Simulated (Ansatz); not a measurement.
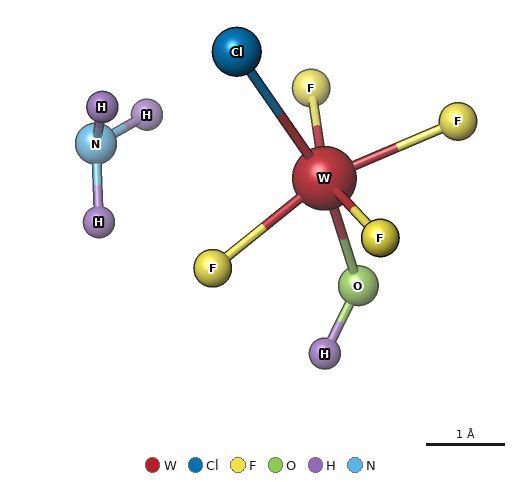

This is the input geometry for a relaxation of WNH4OClF4. Style: ball-and-stick. Shown at a tilt.

The run prepares an end point of a later path (reaction) calculation, from a guessed geometry.

These are results of RKS PBE/def2-SVP in Ansatz, not measurements.

The input:
```yaml
crystal:
  periodic: [false, false, false]
  atoms:
    - { symbol: W, position_ang: [-0.053091, -0.161759, 0.068987] }
    - { symbol: Cl, position_ang: [-0.340685, -0.063882, 2.418704] }
    - { symbol: F, position_ang: [1.743868, -0.629746, 0.391624] }
    - { symbol: F, position_ang: [-0.537893, 1.675842, 0.055734] }
    - { symbol: F, position_ang: [-1.902992, -0.368867, -0.177673] }
    - { symbol: F, position_ang: [-0.188516, -2.013424, -0.183987] }
    - { symbol: O, position_ang: [0.400307, 0.199597, -1.721693] }
    - { symbol: H, position_ang: [0.231139, 1.029298, -2.21234] }
    - { symbol: "N", position_ang: [2.043344, 2.107756, 1.199025] }
    - { symbol: H, position_ang: [2.644941, 1.352997, 0.871098] }
    - { symbol: H, position_ang: [1.575995, 2.610667, 0.446161] }
    - { symbol: H, position_ang: [1.374783, 1.787121, 1.92496] }
basis:
  gaussian: { orbitals: def2-SVP }
hamiltonian:
  xc: pbe
relax:
  f_tol: 0.03
  max_steps: 50
```

Run as
```bash
ansatz run input.yaml --threads 4 --pin off --max-ram 5120MiB --backend cpu --events-out ev --progress --plain --runs-dir out
```

**What does the optimiser find from here?**

The energy falls by 33.3 kJ/mol in 15 geometry steps. Largest force component: 0.59 eV/Å at the start, 0.022 eV/Å at the end. The largest move after the best rigid fit is that of H12, 0.73 Å. By element the largest moves are H 0.73 Å, O 0.65 Å, N 0.63 Å, F 0.42 Å, W 0.31 Å, Cl 0.29 Å. Among the contacts that change: W1–N9 3.290 → 4.183 Å, W1–Cl2 2.369 → 2.317 Å, W1–F4 1.901 → 1.888 Å, N9–H10 1.019 → 1.029 Å. Bond angles that change, for instance: F3–W1–F4 119.0° → 90.8°, F4–W1–F6 159.4° → 178.2°, F3–W1–F5 159.1° → 176.0°.

Step by step:

```json
{"step": "0", "E − E(0), kJ/mol": "0.00", "largest force component, eV/Å": "0.5872"}
{"step": "1", "E − E(0), kJ/mol": "-6.81", "largest force component, eV/Å": "0.2974"}
{"step": "2", "E − E(0), kJ/mol": "-11.70", "largest force component, eV/Å": "0.4201"}
{"step": "3", "E − E(0), kJ/mol": "-18.13", "largest force component, eV/Å": "0.4683"}
{"step": "4", "E − E(0), kJ/mol": "-25.17", "largest force component, eV/Å": "0.9474"}
{"step": "5", "E − E(0), kJ/mol": "-26.80", "largest force component, eV/Å": "0.6591"}
{"step": "6", "E − E(0), kJ/mol": "-29.79", "largest force component, eV/Å": "0.4845"}
{"step": "7", "E − E(0), kJ/mol": "-31.96", "largest force component, eV/Å": "0.4104"}
{"step": "8", "E − E(0), kJ/mol": "-32.64", "largest force component, eV/Å": "0.1719"}
{"step": "9", "E − E(0), kJ/mol": "-32.91", "largest force component, eV/Å": "0.0886"}
{"step": "10", "E − E(0), kJ/mol": "-33.04", "largest force component, eV/Å": "0.0589"}
{"step": "11", "E − E(0), kJ/mol": "-33.18", "largest force component, eV/Å": "0.0638"}
{"step": "12", "E − E(0), kJ/mol": "-33.24", "largest force component, eV/Å": "0.0500"}
{"step": "13", "E − E(0), kJ/mol": "-33.26", "largest force component, eV/Å": "0.0506"}
{"step": "14", "E − E(0), kJ/mol": "-33.30", "largest force component, eV/Å": "0.0711"}
{"step": "15", "E − E(0), kJ/mol": "-33.35", "largest force component, eV/Å": "0.0218"}
```

The structure at the end:

```xyz
12

W    -0.2481   -0.3092   -0.1192
Cl   -0.4515   -0.2017    2.1868
F     1.6173   -0.3448    0.1059
F    -0.2381    1.5785   -0.1211
F    -2.1166   -0.3461   -0.2367
F    -0.2474   -2.1746   -0.1745
O    -0.0661   -0.1779   -1.9793
H     0.0461    0.5302   -2.6421
N     2.3791    2.4557    1.5979
H     2.7969    1.6612    1.0942
H     1.6435    2.8186    0.9762
H     1.8762    2.0357    2.3924
```

After the run, drawn alike:

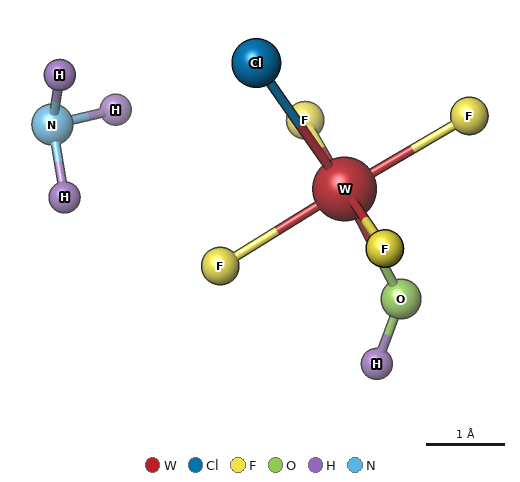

Limits of the set-up: the start holds two separate molecules, 2.2 Å apart at their closest, whose relative position is a soft coordinate and is computed without a dispersion correction.
